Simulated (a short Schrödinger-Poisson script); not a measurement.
System: symmetric double-gate stack, SiO2 on p-type InP, at 400 K.

| layer | material | thickness (nm) | Na (cm⁻³) |
|---|---|---|---|
| 1 | SiO2 | 2.7 | - |
| 2 | InP | 4 | 6e15 |
| 3 | SiO2 | 2.7 | - |

The device is made up for the run: typed textbook-type constants, with dimensions and the other settings drawn at random. SiO2: permittivity 3.9, conduction-band edge (eV) 3.48, gap (eV) 9, electron mass (mₑ) 0.5. InP: permittivity 12.5, conduction-band edge (eV) 0, gap (eV) 1.344, Nv at 300 K (cm⁻³) 1.1e19.

Channel valleys (confinement mass, in-plane density-of-states mass, number): Γ 0.08, 0.08, 1. At the gates, both at one voltage, the conduction-band edge of layer 1 lies 3.62 eV − eVg above the Fermi level of the channel. Gaps are held at their typed values at every temperature. Mesh 0.03 nm at interfaces.

Solved with a short Schrödinger-Poisson script written for these runs: 1D Poisson equation in equilibrium, electrons quantum, Hartree (BenDaniel-Duke, 12 states a valley, the channel's in-plane mass for all, wave functions free to enter the dielectric), parabolic valleys, classical holes, full ionisation, no traps, pinning or gate leakage.

Only gate voltages with over 1e8 electrons/cm² are shown.

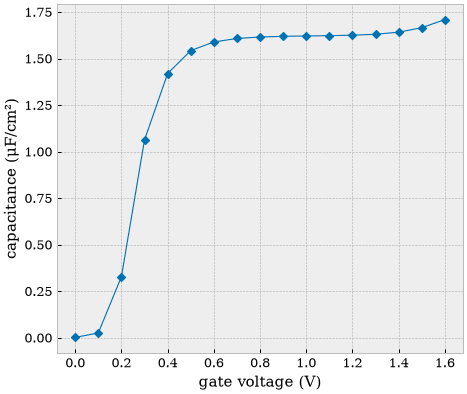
Fig. 1. Quasi-static capacitance against gate voltage

| Vg (V) | electrons (cm⁻²) | C (μF/cm²) | Γ E0 (meV) | Γ E1 (meV) |
|---|---|---|---|---|
| 0 | 3.13e8 | < 0.003 | 283.1 | 760.4 |
| 0.1 | 5.61e9 | 0.0261 | 183.4 | 660.8 |
| 0.2 | 8.43e10 | 0.328 | 88.9 | 566.0 |
| 0.3 | 5.23e11 | 1.06 | 19.1 | 495.4 |
| 0.4 | 1.32e12 | 1.42 | -26.1 | 448.4 |
| 0.5 | 2.25e12 | 1.54 | -61.9 | 410.6 |
| 0.6 | 3.23e12 | 1.59 | -94.4 | 376.1 |
| 0.7 | 4.22e12 | 1.61 | -125.5 | 342.8 |
| 0.8 | 5.23e12 | 1.62 | -156.2 | 310.0 |
| 0.9 | 6.24e12 | 1.62 | -186.6 | 277.5 |
| 1 | 7.25e12 | 1.62 | -216.9 | 245.0 |
| 1.1 | 8.26e12 | 1.62 | -247.2 | 212.6 |
| 1.2 | 9.28e12 | 1.63 | -277.4 | 180.3 |
| 1.3 | 1.03e13 | 1.63 | -307.6 | 148.1 |
| 1.4 | 1.13e13 | 1.64 | -337.4 | 116.1 |
| 1.5 | 1.23e13 | 1.67 | -366.6 | 84.9 |
| 1.6 | 1.34e13 | 1.71 | -394.5 | 54.9 |

Subbands count from the Fermi level. The capacitance is that of both gates.

Above a few 1e12 electrons/cm² a light Γ valley is non-parabolic and upper valleys begin to fill, which the model leaves out.
